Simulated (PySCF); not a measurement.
**C$_{5}$H$_{9}$NOSi (SMILES CC[C@]([SiH3])(C#N)C=O): density, localisation and related maps**

The calculation's input:

```
{"job": {"kind": "nmr", "xc": "PBE0", "basis": "pcSseg-1"}, "charge": 0, "multiplicity": 1}
C      2.138221     0.119237     0.298650
C      0.849338     0.509723    -0.418020
C     -0.386581    -0.089378     0.268213
Si    -2.010739     0.521294    -0.629807
C     -0.489564     0.328926     1.631474
N     -0.578661     0.676531     2.718749
C     -0.460030    -1.572363     0.148080
O      0.017052    -2.213623    -0.749035
H      2.993828     0.571752    -0.197043
H      2.267036    -0.960882     0.285039
H      2.120975     0.454051     1.334478
H      0.879164     0.139121    -1.444447
H      0.759441     1.598456    -0.445625
H     -2.021646     1.972068    -0.464175
H     -3.154415    -0.105936     0.025900
H     -1.876910     0.118301    -2.025102
H     -1.053508    -2.055247     0.949661
```

Command:

```sh
OMP_NUM_THREADS=1 python probes_run.py task.json out
```

Geometry: GFN2-xTB.

These are results of PBE0/pcSseg-1, SCF density, gas phase, non-relativistic in PySCF, not measurements.

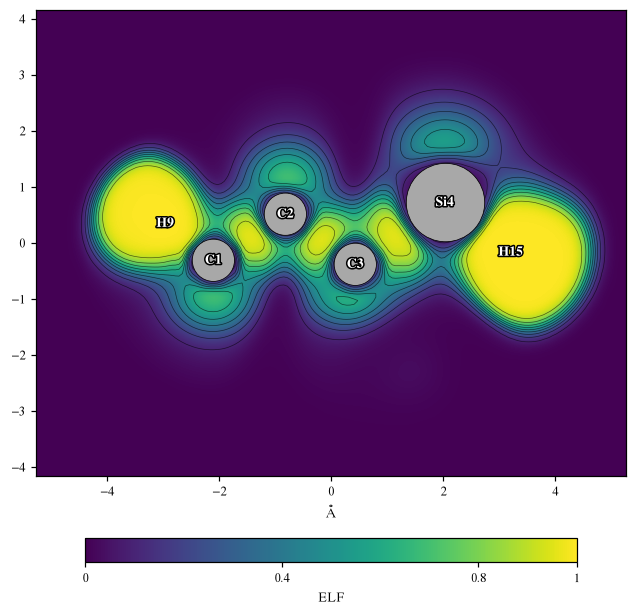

Figure 1. Electron localisation function on the plane of atoms C2, C1 and H9. Grey discs cover the atomic cores.

Read the bonding off the picture.

The section cuts through C, Si and H sites. C–Si (1.95 Å): the ELF peaks at about 0.95 between the atoms: a covalent bond. C–H (1.09 Å): the ELF climbs to about 1 towards the hydrogen, as it does in any bond to H: an ordinary covalent bond to hydrogen. C–C (1.54 Å): the ELF peaks at about 0.95 between the atoms (localised, covalent bonding).

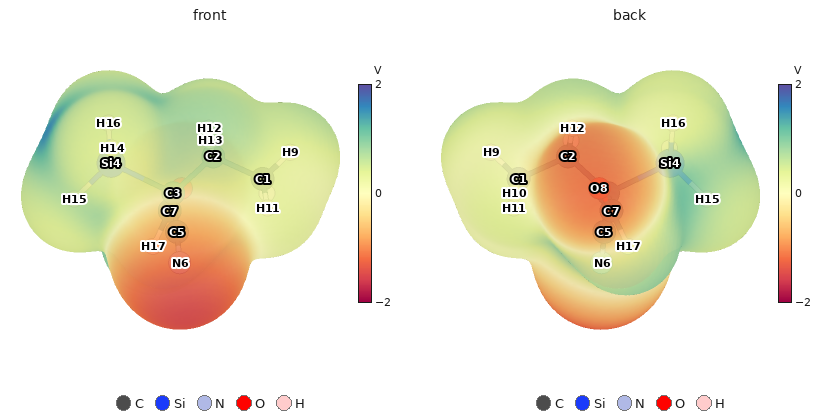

Figure 2. The electrostatic potential painted on the density surface at 0.001 e/bohr³, seen from the front and from behind; red is negative and blue positive.

Where is the surface potential most negative and most positive?

The most negative region (about −1.5 V) lies over N6, the most positive (about +1.5 V) over Si4. N6 is the likeliest acceptor of a hydrogen bond.
